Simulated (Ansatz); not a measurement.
# H4SSeSi: the cost of one run

Program: Ansatz 0.2.0 through its Python package. Level of theory: B3LYP+D4/def2-SVP. These are calculated values, not measurements.

## Step 1: Starting point

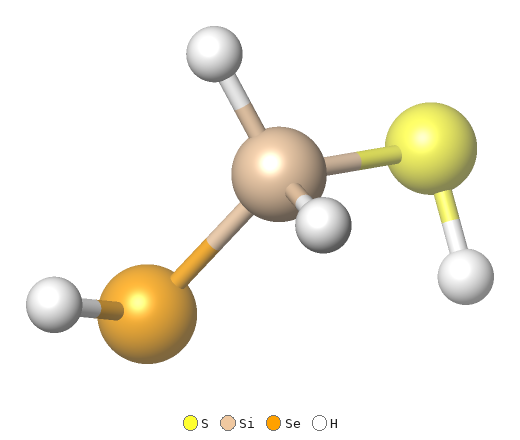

The starting structure, viewed from a chosen angle; sulfur yellow, silicon light orange, selenium orange, hydrogen white.

The script holds or builds the structure itself.

## Step 2: The code

File run_relaxed_scan.py:

```python
"""One bond of H4SSeSi held at set lengths while the rest relaxes."""

import ansatz as az
import numpy as np

config = {
    "basis": "def2-SVP",
    "xc": "B3LYP",
    "vdw": "d4",
}

geometry_ang = [
    ("S", (-2.0511, 0.0655, -0.4497)),
    ("Si", (-0.11, 0.3562, 0.2936)),
    ("Se", (1.0413, -1.5636, -0.0419)),
    ("H", (-1.5541, -0.1366, -1.7657)),
    ("H", (0.5559, 1.456, -0.4355)),
    ("H", (-0.161, 0.681, 1.7303)),
    ("H", (2.3403, -0.9265, 0.6231)),
]
h4ssesi = az.Crystal.molecule()
for symbol, xyz in geometry_ang:
    h4ssesi = h4ssesi.atom(symbol, xyz)

calculation = (
    h4ssesi.calculation()
    .basis(gaussian=config["basis"])
    .functional(config["xc"], dispersion=config["vdw"])
)
symbols = [site.symbol for site in h4ssesi.cartesian_sites]
pairs = [(0, 1), (0, 3), (1, 2), (1, 4), (1, 5), (2, 6)]
print("held (A)   E (eV)        ", "  ".join(f"{symbols[i]}{i}-{symbols[j]}{j}" for i, j in pairs))
for length in [2.08, 2.26, 2.44, 2.72, 3.06]:
    rep = calculation.relax(constraints=[az.DistanceConstraint((1, 2), at=length)], force_tolerance=0.02, max_steps=60).run(threads=1, backend="cpu").report
    xyz = np.array(rep["positions_ang"])
    print(f"{length:6.2f} {rep['free_energy_ev']:14.5f}  ", "  ".join(f"{np.linalg.norm(xyz[i] - xyz[j]):.3f}" for i, j in pairs))
```

## Step 3: The input behind the calls

The package turns the script's settings into the engine's input (first run):

```yaml
crystal:
  periodic: [false, false, false]
  atoms:
    - { symbol: S, position_ang: [-2.0511, 0.0655, -0.4497] }
    - { symbol: Si, position_ang: [-0.11, 0.3562, 0.2936] }
    - { symbol: Se, position_ang: [1.0413, -1.5636, -0.0419] }
    - { symbol: H, position_ang: [-1.5541, -0.1366, -1.7657] }
    - { symbol: H, position_ang: [0.5559, 1.456, -0.4355] }
    - { symbol: H, position_ang: [-0.161, 0.681, 1.7303] }
    - { symbol: H, position_ang: [2.3403, -0.9265, 0.6231] }
basis:
  gaussian:
    orbitals: def2-SVP
hamiltonian:
  xc: b3lyp
  dispersion: d4
relax:
  f_tol: 0.02
  max_steps: 60
  constraints:
    - { distance: [1, 2], at: 2.08 }
```

## Step 4: Running it

On the command line:

```console
> python run_relaxed_scan.py
```

Q: Estimate wall time and peak memory on 1 thread of Intel Xeon at 2.60GHz (Ice Lake), shared host.

About 3.7 min, with a peak of 0.27 GiB.
